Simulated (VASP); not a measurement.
# From one sheet to two: 1T-CaI2 monolayer

Aim: relax 1T-CaI2 monolayer, place its levels against the vacuum, then find how two sheets stack and bind.

Main program and level: VASP 6.6.1; r2SCAN with rVV10; plane waves and PAW (Ca_pv, I).

## Step 1: The structure

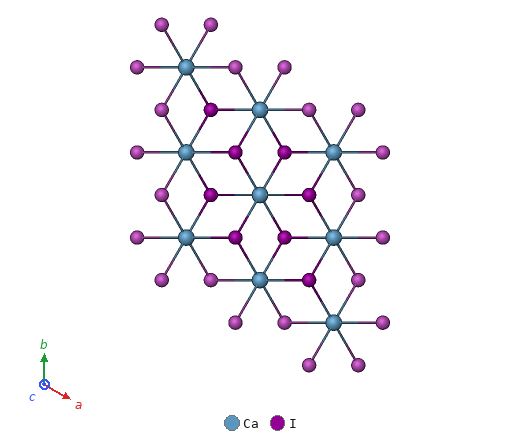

The starting structure, seen from above (calcium blue, iodine purple). 2×2×1 cells are drawn. Some periodic images of atoms are drawn too.

The cell holds 3 atoms: 1 Ca and 2 I. Cell: a = 4.540 Å, b = 4.540 Å, c = 22.000 Å, α = 90.0°, β = 90.0°, γ = 120.0°. Vacuum lies along c.

## Step 2: Relaxing the monolayer

The sheet's cell relaxes in its plane with the atoms, while the vacuum is kept.

File INCAR:

```
SYSTEM = CaI2
PREC = Normal
ENCUT = 350
EDIFF = 1E-06
NELM = 120
ISMEAR = 0
SIGMA = 0.03
LREAL = .FALSE.
ALGO = Normal
METAGGA = R2SCAN
LUSE_VDW = .TRUE.
IVDW_NL = 2
BPARAM = 11.95
CPARAM = 0.0093
LASPH = .TRUE.
NBANDS = 17
LORBIT = 11
LWAVE = .FALSE.
LCHARG = .FALSE.
KPAR = 4
IBRION = 2
NSW = 50
ISIF = 3
EDIFFG = -0.015
POTIM = 0.4
IDIPOL = 3
LDIPOL = .TRUE.
DIPOL = 0.5 0.5 0.5
LATTICE_CONSTRAINTS = .TRUE. .TRUE. .FALSE.
```

File POSCAR:

```
CaI2
1.0
    4.5400000000      0.0000000000      0.0000000000
   -2.2700000000      3.9317553332      0.0000000000
    0.0000000000      0.0000000000     22.0000000000
Ca I
1 2
Direct
    0.0000000000      0.0000000000      0.5000000000
    0.3333333333      0.6666666667      0.4181818182
    0.6666666667      0.3333333333      0.5818181818
```

File KPOINTS:

```
Automatic mesh
0
Gamma
9 9 1
0 0 0
```

Potentials, in the order of the species: Ca_pv and I (PBE family, release 64).

Launch:

```console
$ mpirun -np 4 vasp_std
```

The log of the run:

```text
[banner, memory and clock lines left out]
running    4 mpi-ranks, on    1 nodes
 distrk:  each k-point on    1 cores,    4 groups
 distr:  one band on    1 cores,    1 groups

 POSCAR found type information on POSCAR CaI
 POSCAR found :  2 types and       3 ions
|                                                                             |
|               ----> ADVICE to this user running VASP <----                  |
|                                                                             |
|     You have switched on vdW-DFT.                                           |
|     This routine was written and supplied by Jiri Klimes. We recommend      |
|     that you carefully read and cite the following publications:            |
|       J. Klimes, D.R. Bowler, A. Michelides                                 |
|          J. Phys.: Cond Matt. 22 022201 (2010)                              |
|       J. Klimes, D.R. Bowler, A. Michelides                                 |
|          Phys. Rev. B. 83, 195131 (2011)                                    |
|     and references therein.                                                 |
|                                                                             |

|                                                                             |
|               ----> ADVICE to this user running VASP <----                  |
|                                                                             |
|     You enforced a specific xc type in the INCAR file but a different       |
|     [... a line on the potential file left out ...]
|     I HOPE YOU KNOW WHAT YOU ARE DOING!                                     |
|                                                                             |

 LDA part: xc-table for (None), standard interpolation
 POSCAR, INCAR and KPOINTS ok, starting setup
 FFT: planning ... GRIDC
 FFT: planning ... GRID_SOFT
 FFT: planning ... GRID
 WAVECAR not read
 entering main loop
       N       E                     dE             d eps       ncg     rms          rms(c)
Total rVV10 correction in eV:      0.8207325    27.9806009
Total rVV10 correction in eV:      0.8207325    27.9806009
Total rVV10 correction in eV:      0.8207325    27.9806009
Total rVV10 correction in eV:      0.8207325    27.9806009
DAV:   1     0.107513210668E+03    0.10751E+03   -0.65264E+03   440   0.751E+02
DAV:   2    -0.370585811553E+02   -0.14457E+03   -0.13996E+03   566   0.199E+02
DAV:   3    -0.617660719666E+02   -0.24707E+02   -0.24429E+02   479   0.904E+01
DAV:   4    -0.632942031970E+02   -0.15281E+01   -0.15262E+01   638   0.274E+01
DAV:   5    -0.633440257545E+02   -0.49823E-01   -0.49740E-01   712   0.447E+00    0.446E+00
Total rVV10 correction in eV:      0.8290000    27.9816945
Total rVV10 correction in eV:      0.8290000    27.9816945
Total rVV10 correction in eV:      0.8290000    27.9816945
Total rVV10 correction in eV:      0.8290000    27.9816945
DAV:   6    -0.607945719546E+02    0.25495E+01   -0.54248E-01   531   0.666E+00    0.318E+00
Total rVV10 correction in eV:      0.8451017    27.9825121
Total rVV10 correction in eV:      0.8451017    27.9825121
Total rVV10 correction in eV:      0.8451017    27.9825121
Total rVV10 correction in eV:      0.8451017    27.9825121
DAV:   7    -0.608015075590E+02   -0.69356E-02   -0.13852E-01   640   0.261E+00    0.101E+00
Total rVV10 correction in eV:      0.8495682    27.9826526
Total rVV10 correction in eV:      0.8495682    27.9826526
Total rVV10 correction in eV:      0.8495682    27.9826526
Total rVV10 correction in eV:      0.8495682    27.9826526
DAV:   8    -0.608062713471E+02   -0.47638E-02   -0.11627E-02   672   0.876E-01    0.563E-01
Total rVV10 correction in eV:      0.8510722    27.9826519
Total rVV10 correction in eV:      0.8510722    27.9826519
Total rVV10 correction in eV:      0.8510722    27.9826519
Total rVV10 correction in eV:      0.8510722    27.9826519
DAV:   9    -0.608072802455E+02   -0.10089E-02   -0.52889E-04   696   0.187E-01    0.366E-01
Total rVV10 correction in eV:      0.8530728    27.9824745
Total rVV10 correction in eV:      0.8530728    27.9824745
Total rVV10 correction in eV:      0.8530728    27.9824745
Total rVV10 correction in eV:      0.8530728    27.9824745
DAV:  10    -0.608087521383E+02   -0.14719E-02   -0.54953E-04   471   0.169E-01    0.101E-01
Total rVV10 correction in eV:      0.8544498    27.9822932
Total rVV10 correction in eV:      0.8544498    27.9822932
Total rVV10 correction in eV:      0.8544498    27.9822932
Total rVV10 correction in eV:      0.8544498    27.9822932
DAV:  11    -0.608091266121E+02   -0.37447E-03   -0.32036E-04   600   0.110E-01    0.234E-02
Total rVV10 correction in eV:      0.8553895    27.9816889
Total rVV10 correction in eV:      0.8553895    27.9816889
Total rVV10 correction in eV:      0.8553895    27.9816889
Total rVV10 correction in eV:      0.8553895    27.9816889
DAV:  12    -0.608100508443E+02   -0.92423E-03   -0.38718E-04   549   0.990E-02    0.222E-02
Total rVV10 correction in eV:      0.8556733    27.9814508
Total rVV10 correction in eV:      0.8556733    27.9814508
Total rVV10 correction in eV:      0.8556733    27.9814508
Total rVV10 correction in eV:      0.8556733    27.9814508
DAV:  13    -0.608102618140E+02   -0.21097E-03   -0.25802E-05   688   0.382E-02    0.788E-03
Total rVV10 correction in eV:      0.8558367    27.9810705
Total rVV10 correction in eV:      0.8558367    27.9810705
Total rVV10 correction in eV:      0.8558367    27.9810705
Total rVV10 correction in eV:      0.8558367    27.9810705
DAV:  14    -0.608105902109E+02   -0.32840E-03   -0.32609E-05   550   0.316E-02    0.716E-03
Total rVV10 correction in eV:      0.8559001    27.9809044
Total rVV10 correction in eV:      0.8559001    27.9809044
Total rVV10 correction in eV:      0.8559001    27.9809044
Total rVV10 correction in eV:      0.8559001    27.9809044
DAV:  15    -0.608107216513E+02   -0.13144E-03   -0.83778E-06   592   0.189E-02    0.398E-03
Total rVV10 correction in eV:      0.8559122    27.9806408
Total rVV10 correction in eV:      0.8559122    27.9806408
Total rVV10 correction in eV:      0.8559122    27.9806408
Total rVV10 correction in eV:      0.8559122    27.9806408
DAV:  16    -0.608109199838E+02   -0.19833E-03   -0.24704E-05   508   0.218E-02    0.611E-03
Total rVV10 correction in eV:      0.8559067    27.9806217
Total rVV10 correction in eV:      0.8559067    27.9806217
Total rVV10 correction in eV:      0.8559067    27.9806217
Total rVV10 correction in eV:      0.8559067    27.9806217
DAV:  17    -0.608109261691E+02   -0.61853E-05   -0.38505E-07   504   0.513E-03    0.233E-03
Total rVV10 correction in eV:      0.8559008    27.9805858
[...]
1 F= -.60810939E+02 E0= -.60810939E+02  d E =-.608109E+02
 curvature:   0.00 expect dE= 0.000E+00 dE for cont linesearch  0.000E+00
 trial: gam= 0.00000 g(F)=  0.253E-02 g(S)=  0.150E-01 ort = 0.000E+00 (trialstep = 0.100E+01)
 search vector abs. value=  0.175E-01
 bond charge predicted
       N       E                     dE             d eps       ncg     rms          rms(c)
Total rVV10 correction in eV:      0.8554914    27.9805830
Total rVV10 correction in eV:      0.8554914    27.9805830
Total rVV10 correction in eV:      0.8554914    27.9805830
Total rVV10 correction in eV:      0.8554914    27.9805830
DAV:   1    -0.608530253190E+02   -0.42087E-01   -0.11522E+00   502   0.112E+01    0.974E-01
Total rVV10 correction in eV:      0.8524985    27.9808449
Total rVV10 correction in eV:      0.8524985    27.9808449
Total rVV10 correction in eV:      0.8524985    27.9808449
Total rVV10 correction in eV:      0.8524985    27.9808449
DAV:   2    -0.608319804541E+02    0.21045E-01   -0.63745E-02   559   0.212E+00    0.540E-01
Total rVV10 correction in eV:      0.8502687    27.9809078
Total rVV10 correction in eV:      0.8502687    27.9809078
Total rVV10 correction in eV:      0.8502687    27.9809078
Total rVV10 correction in eV:      0.8502687    27.9809078
DAV:   3    -0.608236807774E+02    0.82997E-02   -0.18700E-02   547   0.104E+00    0.201E-01
Total rVV10 correction in eV:      0.8499601    27.9808657
Total rVV10 correction in eV:      0.8499601    27.9808657
Total rVV10 correction in eV:      0.8499601    27.9808657
Total rVV10 correction in eV:      0.8499601    27.9808657
DAV:   4    -0.608233188361E+02    0.36194E-03   -0.11135E-03   718   0.312E-01    0.180E-01
Total rVV10 correction in eV:      0.8494267    27.9808250
Total rVV10 correction in eV:      0.8494267    27.9808250
Total rVV10 correction in eV:      0.8494267    27.9808250
Total rVV10 correction in eV:      0.8494267    27.9808250
DAV:   5    -0.608230871037E+02    0.23173E-03   -0.65082E-04   614   0.246E-01    0.496E-02
Total rVV10 correction in eV:      0.8494386    27.9807959
Total rVV10 correction in eV:      0.8494386    27.9807959
Total rVV10 correction in eV:      0.8494386    27.9807959
Total rVV10 correction in eV:      0.8494386    27.9807959
DAV:   6    -0.608231021613E+02   -0.15058E-04   -0.76159E-05   669   0.619E-02    0.242E-02
Total rVV10 correction in eV:      0.8494214    27.9807656
Total rVV10 correction in eV:      0.8494214    27.9807656
Total rVV10 correction in eV:      0.8494214    27.9807656
Total rVV10 correction in eV:      0.8494214    27.9807656
DAV:   7    -0.608231102544E+02   -0.80931E-05   -0.59290E-06   540   0.167E-02    0.163E-02
Total rVV10 correction in eV:      0.8494070    27.9807332
Total rVV10 correction in eV:      0.8494070    27.9807332
Total rVV10 correction in eV:      0.8494070    27.9807332
Total rVV10 correction in eV:      0.8494070    27.9807332
DAV:   8    -0.608231207083E+02   -0.10454E-04   -0.33486E-06   548   0.114E-02    0.180E-03
Total rVV10 correction in eV:      0.8494113    27.9807130
Total rVV10 correction in eV:      0.8494113    27.9807130
Total rVV10 correction in eV:      0.8494113    27.9807130
Total rVV10 correction in eV:      0.8494113    27.9807130
DAV:   9    -0.608231322732E+02   -0.11565E-04   -0.57212E-07   490   0.649E-03    0.150E-03
Total rVV10 correction in eV:      0.8494231    27.9806670
Total rVV10 correction in eV:      0.8494231    27.9806670
Total rVV10 correction in eV:      0.8494231    27.9806670
Total rVV10 correction in eV:      0.8494231    27.9806670
DAV:  10    -0.608231519457E+02   -0.19673E-04   -0.18641E-06   523   0.850E-03    0.942E-04
Total rVV10 correction in eV:      0.8494306    27.9806270
Total rVV10 correction in eV:      0.8494306    27.9806270
Total rVV10 correction in eV:      0.8494306    27.9806270
Total rVV10 correction in eV:      0.8494306    27.9806270
DAV:  11    -0.608231652038E+02   -0.13258E-04   -0.15204E-06   522   0.750E-03    0.173E-03
Total rVV10 correction in eV:      0.8494361    27.9805989
Total rVV10 correction in eV:      0.8494361    27.9805989
Total rVV10 correction in eV:      0.8494361    27.9805989
Total rVV10 correction in eV:      0.8494361    27.9805989
DAV:  12    -0.608231721671E+02   -0.69633E-05   -0.75210E-07   465   0.575E-03    0.846E-04
Total rVV10 correction in eV:      0.8494349    27.9805963
Total rVV10 correction in eV:      0.8494349    27.9805963
Total rVV10 correction in eV:      0.8494349    27.9805963
Total rVV10 correction in eV:      0.8494349    27.9805963
DAV:  13    -0.608231723216E+02   -0.15454E-06   -0.45950E-08   450   0.176E-03
Total rVV10 correction in eV:      0.8494316    27.9805822
Total rVV10 correction in eV:      0.8494316    27.9805822
Total rVV10 correction in eV:      0.8494316    27.9805822
Total rVV10 correction in eV:      0.8494316    27.9805822
Total rVV10 correction in eV:      0.8494332    27.9805864
Total rVV10 correction in eV:      0.8494332    27.9805864
Total rVV10 correction in eV:      0.8494332    27.9805864
Total rVV10 correction in eV:      0.8494332    27.9805864
   2 F= -.60823172E+02 E0= -.60823172E+02  d E =-.122337E-01
[...]
3 F= -.60825414E+02 E0= -.60825414E+02  d E =-.144750E-01
[...]
4 F= -.60825451E+02 E0= -.60825451E+02  d E =-.145124E-01
[...]
5 F= -.60825500E+02 E0= -.60825500E+02  d E =-.488058E-04
 ZBRENT: can't locate minimum, use default step
 trial-energy change:   -0.000049  1 .order   -0.000051   -0.000049   -0.000053
 step:   4.5088(harm=  4.5088)  dis= 0.00389  next Energy=   -60.825683 (dE=-0.232E-03)
 bond charge predicted
       N       E                     dE             d eps       ncg     rms          rms(c)
Total rVV10 correction in eV:      0.8451791    27.9805856
Total rVV10 correction in eV:      0.8451791    27.9805856
Total rVV10 correction in eV:      0.8451791    27.9805856
Total rVV10 correction in eV:      0.8451791    27.9805856
DAV:   1    -0.608255554662E+02   -0.54777E-04   -0.16645E-02   422   0.919E-01    0.579E-02
Total rVV10 correction in eV:      0.8453329    27.9805927
Total rVV10 correction in eV:      0.8453329    27.9805927
Total rVV10 correction in eV:      0.8453329    27.9805927
Total rVV10 correction in eV:      0.8453329    27.9805927
DAV:   2    -0.608256402841E+02   -0.84818E-04   -0.80806E-04   421   0.210E-01    0.375E-02
Total rVV10 correction in eV:      0.8454039    27.9805895
Total rVV10 correction in eV:      0.8454039    27.9805895
Total rVV10 correction in eV:      0.8454039    27.9805895
Total rVV10 correction in eV:      0.8454039    27.9805895
DAV:   3    -0.608256244855E+02    0.15799E-04   -0.50163E-05   620   0.685E-02    0.217E-02
Total rVV10 correction in eV:      0.8454843    27.9805892
Total rVV10 correction in eV:      0.8454843    27.9805892
Total rVV10 correction in eV:      0.8454843    27.9805892
Total rVV10 correction in eV:      0.8454843    27.9805892
DAV:   4    -0.608256142046E+02    0.10281E-04   -0.24183E-05   619   0.474E-02    0.925E-03
Total rVV10 correction in eV:      0.8455203    27.9805882
Total rVV10 correction in eV:      0.8455203    27.9805882
Total rVV10 correction in eV:      0.8455203    27.9805882
Total rVV10 correction in eV:      0.8455203    27.9805882
DAV:   5    -0.608256140354E+02    0.16914E-06   -0.42937E-06   528   0.182E-02
Total rVV10 correction in eV:      0.8455358    27.9805822
Total rVV10 correction in eV:      0.8455358    27.9805822
Total rVV10 correction in eV:      0.8455358    27.9805822
Total rVV10 correction in eV:      0.8455358    27.9805822
Total rVV10 correction in eV:      0.8455282    27.9805871
Total rVV10 correction in eV:      0.8455282    27.9805871
Total rVV10 correction in eV:      0.8455282    27.9805871
Total rVV10 correction in eV:      0.8455282    27.9805871
   6 F= -.60825614E+02 E0= -.60825614E+02  d E =-.163055E-03
 curvature:  -3.50 expect dE=-0.592E-04 dE for cont linesearch -0.590E-04
 trial: gam=-0.23096 g(F)=  0.156E-04 g(S)=  0.132E-05 ort = 0.271E-04 (trialstep = 0.180E+01)
 search vector abs. value=  0.674E-05
 reached required accuracy - stopping structural energy minimisation
```

Wall time 5.9 min (4 MPI ranks of Intel Xeon 6975P-C (Granite Rapids), shared host); peak memory 2 GiB.

The logs omit lines about the potential files and the build; timing stands in the text.

[end of part 1 of 8]

[Lines on the potential files, build, host, timing and source positions are cut from VASP's logs without a mark.]

[Logs are printed without paths, hosts, clocks, repeated set-up lines and the standing remarks that a program may print on its own settings, such as how far it seeks lower states.]

[Hosts, paths, dates, database ids (printed as entryN), source tags and the programs' standing remarks are cut or masked in the printed files.]

[Runs that stopped without an error message from VASP are left out.]
